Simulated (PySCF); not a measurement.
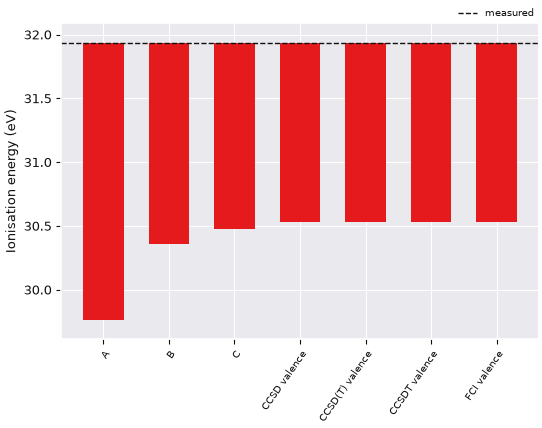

The ionisation energy of Pb²⁺ ([Xe] 4f¹⁴ 5d¹⁰ 6s² → [Xe] 4f¹⁴ 5d¹⁰ 6s) by several methods, in rising order. PySCF, aug-cc-pwCVTZ-PP with a 60-electron core potential, unrestricted single determinants, no spin-orbit coupling. Methods marked “valence” freeze 18 core electrons. The lettered entries are HF, MP2 valence and SCS-MP2 valence in some order.

Match the letters to the methods.

Answer. A is HF (29.764 eV); B is MP2 valence (30.355 eV); C is SCS-MP2 valence (30.474 eV). The values run from 29.764 eV (HF) to 30.531 eV (CCSD valence, CCSD(T) valence, CCSDT valence and FCI valence). The measured value is 31.937 ± 0.0006 eV; nearest to it come CCSD valence (−1.406) and FCI valence (−1.406), furthest HF (−2.173 eV).
